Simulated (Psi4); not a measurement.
# U-revPBE/def2-SVPD (core potential) run of SbCl2 (SMILES [Cl][Sb][Cl])

Aim: the vertical doublet–quartet gap of SbCl2 at U-revPBE/def2-SVPD (core potential), from 2 runs. 

Program for the calculation: Psi4 1.11.

1 further run of the same task is left out (it didn't finish).

### 1 Starting point

SbCl2: 3 atoms, total charge 0, spin state doublet. As SMILES, `[Cl][Sb][Cl]`. The coordinates come from a PBE0-D4/def2-TZVP relaxation.

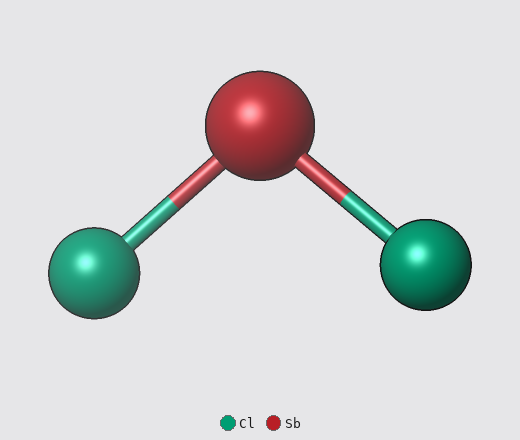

The structure, seen from a chosen angle (chlorine teal, antimony red).

### 2 Energy and forces at U-revPBE/def2-SVPD (core potential)

File job.json:

```json
{
  "schema_name": "qcschema_input",
  "schema_version": 1,
  "molecule": {
    "schema_name": "qcschema_molecule",
    "schema_version": 2,
    "symbols": ["Cl", "Sb", "Cl"],
    "geometry": [1.98251168, 2.47988759, 1.33811507, -1.54485111, 0.83771559, -0.74965435, -0.45825859, -3.44005744, -0.61359407],
    "molecular_charge": 0,
    "molecular_multiplicity": 2,
    "fix_symmetry": "c1",
    "fix_com": true,
    "fix_orientation": true
  },
  "driver": "gradient",
  "model": {
    "method": "revpbe",
    "basis": "def2-SVPD"
  },
  "keywords": {
    "reference": "uks",
    "puream": true,
    "e_convergence": 1e-09,
    "d_convergence": 1e-08,
    "scf_type": "pk",
    "dft_radial_points": 99,
    "dft_spherical_points": 590,
    "maxiter": 200
  }
}
```

On the command line:

```bash
$ psi4 --qcschema job.json -n 1 --memory 1600MB
```

stdout:

```text
[...]
    !!!  WARNING: ECP capability is in beta. Please check occupations closely.  !!!
[...]
  Running in c1 symmetry.
[...]
  Nuclear repulsion =  220.268165577487707
[...]
  Multiplicity = 2
[...]
  Nalpha       = 29
  Nbeta        = 28
[...]
    Number of basis functions: 86
[...]
   @UKS iter   1: -1159.77186632884172   -6.81046e-01   1.04540e-02 ADIIS/DIIS
[...]
   @UKS iter  14: -1160.31710157437828   -2.04636e-12   4.80175e-09 DIIS
[...]
   @S^2 Observed:                7.524594417E-01
[...]
    Orbital Energies [Eh]
    ---------------------
    Alpha Occupied:
       1A   -100.673426     2A   -100.673420     3A     -9.193714
       4A     -9.193705     5A     -7.016605     6A     -7.016595
       7A     -7.009741     8A     -7.009735     9A     -7.009154
      10A     -7.009147    11A     -5.563134    12A     -3.833883
      13A     -3.830957    14A     -3.826418    15A     -1.273893
      16A     -1.271680    17A     -1.267897    18A     -1.265588
      19A     -1.265485    20A     -0.767261    21A     -0.744672
      22A     -0.526066    23A     -0.370315    24A     -0.335542
      25A     -0.323135    26A     -0.297850    27A     -0.291521
      28A     -0.287949    29A     -0.192341
    Alpha Virtual:
[...]
  @UKS Final Energy: -1160.31710157437828
   => Energetics <=
    Nuclear Repulsion Energy =            220.2681655774877072
    One-Electron Energy =               -2129.1280966877975516
    Two-Electron Energy =                 824.2952769909159088
    DFT Exchange-Correlation Energy =     -75.7524474549844200
    Empirical Dispersion Energy =           0.0000000000000000
    VV10 Nonlocal Energy =                  0.0000000000000000
    Total Energy =                      -1160.3171015743782846
[...]
 Multipole Moments:
 ------------------------------------------------------------------------------------
     Multipole            Electronic (a.u.)      Nuclear  (a.u.)        Total (a.u.)
 ------------------------------------------------------------------------------------
 L = 1.  Multiply by 2.5417464519 to convert [e a0] to [Debye]
 Dipole X            :          8.8478844           -9.6192730           -0.7713886
 Dipole Y            :         -2.5038585            2.9445711            0.4407127
 Dipole Z            :          4.5534080           -4.9251930           -0.3717851
 Magnitude           :                                                    0.9630640
[...]
  -Total Gradient:
     Atom            X                  Y                   Z
    ------   -----------------  -----------------  -----------------
       1       -0.017692697277    -0.009284169919    -0.010582936613
       2        0.022462321235    -0.012819867477     0.010827547738
       3       -0.004747909296     0.022091621991    -0.000234146346
[...]
```

The result, in JSON:

```text
{
 "driver": "gradient",
 "model": {
  "method": "revpbe",
  "basis": "def2-SVPD"
 },
 "success": true,
 "return_result": [-0.017692697277001027, -0.009284169918695948, -0.010582936613460103, 0.022462321234821503, -0.012819867476938487, 0.010827547738476079, -0.004747909295586501, 0.02209162199096079, -0.00023414634633671123],
 "properties": {
  "calcinfo_nbasis": 86,
  "calcinfo_nmo": 86,
  "calcinfo_nalpha": 29,
  "calcinfo_nbeta": 28,
  "calcinfo_natom": 3,
  "nuclear_repulsion_energy": 220.2681655774877,
  "return_energy": -1160.3171015743783,
  "return_gradient": [-0.017692697277001027, -0.009284169918695948, -0.010582936613460103, 0.022462321234821503, -0.012819867476938487, 0.010827547738476079, -0.004747909295586501, 0.02209162199096079, -0.00023414634633671123],
  "scf_one_electron_energy": -2129.1280966877976,
  "scf_two_electron_energy": 824.2952769909159,
  "scf_xc_energy": -75.75244745498442,
  "scf_dipole_moment": [-0.7713886497108007, 0.44071266167759804, -0.37178507281705553],
  "scf_total_energy": -1160.3171015743783,
  "scf_total_gradient": [-0.017692697277001027, -0.009284169918695948, -0.010582936613460103, 0.022462321234821503, -0.012819867476938487, 0.010827547738476079, -0.004747909295586501, 0.02209162199096079, -0.00023414634633671123],
  "scf_iterations": 14
 }
}
```

It took 12 s on 1 thread of Intel Xeon 6975P-C (Granite Rapids), shared host; peak memory 0.64 GiB.

### 3 The quartet: the energy at U-revPBE/def2-SVPD (core potential)

File input.in:

```
memory 1.6 GB

molecule {
  0 4
  Cl
  Sb 1 R2
  Cl 2 R3 1 A3

  R2 = 2.336651
  R3 = 2.336696
  A3 = 98.57713
  symmetry c1
}

set basis def2-SVPD
set reference uks
set puream true
set e_convergence 1e-09
set d_convergence 1e-08
set scf_type pk
set dft_radial_points 99
set dft_spherical_points 590
set maxiter 200

E, wfn = energy("revpbe", return_wfn=True)
oeprop(wfn, "DIPOLE", "WIBERG_LOWDIN_INDICES", "MULLIKEN_CHARGES")
```

On the command line:

```bash
$ psi4 -n 1 input.in input.out
```

input.out:

```text
[...]
    !!!  WARNING: ECP capability is in beta. Please check occupations closely.  !!!
[...]
  Running in c1 symmetry.
[...]
  Nuclear repulsion =  220.268168412863190
[...]
  Multiplicity = 4
[...]
  Nalpha       = 30
  Nbeta        = 27
[...]
    Number of basis functions: 86
[...]
   @UKS iter   1: -1159.36333565610335   -1.74049e-01   1.19537e-02 DIIS/ADIIS
[...]
   @UKS iter  19: -1160.13976548150004   -1.81899e-11   4.86850e-09 DIIS
[...]
   @S^2 Observed:                3.754754373E+00
[...]
    Orbital Energies [Eh]
    ---------------------
    Alpha Occupied:
       1A   -100.699185     2A   -100.699165     3A     -9.219411
       4A     -9.219392     5A     -7.045499     6A     -7.045484
       7A     -7.034950     8A     -7.034931     9A     -7.033810
      10A     -7.033793    11A     -5.558558    12A     -3.832484
      13A     -3.824204    14A     -3.821347    15A     -1.270181
      16A     -1.269408    17A     -1.268432    18A     -1.260872
      19A     -1.259782    20A     -0.792372    21A     -0.772214
      22A     -0.540227    23A     -0.396691    24A     -0.354728
      25A     -0.339540    26A     -0.322602    27A     -0.317491
      28A     -0.310954    29A     -0.200923    30A     -0.116741
    Alpha Virtual:
[...]
  @UKS Final Energy: -1160.13976548150004
   => Energetics <=
    Nuclear Repulsion Energy =            220.2681684128631900
    One-Electron Energy =               -2128.3030153491586134
    Two-Electron Energy =                 823.6359739487149909
    DFT Exchange-Correlation Energy =     -75.7408924939195458
    Empirical Dispersion Energy =           0.0000000000000000
    VV10 Nonlocal Energy =                  0.0000000000000000
    Total Energy =                      -1160.1397654815000351
[...]
 Multipole Moments:
 ------------------------------------------------------------------------------------
     Multipole            Electronic (a.u.)      Nuclear  (a.u.)        Total (a.u.)
 ------------------------------------------------------------------------------------
 L = 1.  Multiply by 2.5417464519 to convert [e a0] to [Debye]
 Dipole X            :        -28.8627373           28.6239258           -0.2388115
 Dipole Y            :        -24.8354897           24.6298437           -0.2056460
 Dipole Z            :         -0.0000000            0.0000000           -0.0000000
 Magnitude           :                                                    0.3151527
[...]
  Mulliken Charges: (a.u.)
   Center  Symbol    Alpha    Beta     Spin     Total
       1    CL     8.91675  8.48799  0.42877 -0.40474
       2    SB    12.16625 10.02430  2.14195  0.80945
       3    CL     8.91700  8.48771  0.42928 -0.40471
   Total alpha = 30.00000, Total beta = 27.00000, Total charge = -0.00000
  Wiberg Bond Indices using Orthogonal Lowdin Orbitals:
  Total Bond Index:
  Irrep: 1 Size: 3 x 3
[...]
```

It took 11 s on 1 thread of Intel Xeon 6975P-C (Granite Rapids), shared host; peak memory 0.65 GiB.

### 4 Summary of results

Level: U-revPBE/def2-SVPD (core potential).

```
                                        quantity           value
                           doublet: total energy  -1160.31710 Eh
                          doublet: dipole moment          2.45 D
     doublet: HOMO energy (highest over α and β)        -5.23 eV
      doublet: LUMO energy (lowest over α and β)        -4.07 eV
                                   doublet: ⟨S²⟩           0.752
               doublet: largest force on an atom      1.442 eV/Å
                           quartet: total energy  -1160.13977 Eh
                          quartet: dipole moment          0.80 D
     quartet: HOMO energy (highest over α and β)        -3.18 eV
                                   quartet: ⟨S²⟩           3.755
vertical energy of the quartet above the doublet        4.826 eV
```

What this shows: At this shape the quartet lies 4.83 eV (466 kJ/mol) above the doublet. The largest force (doublet) is 1.44 eV/Å: the shape isn't a stationary point for this species at this level.
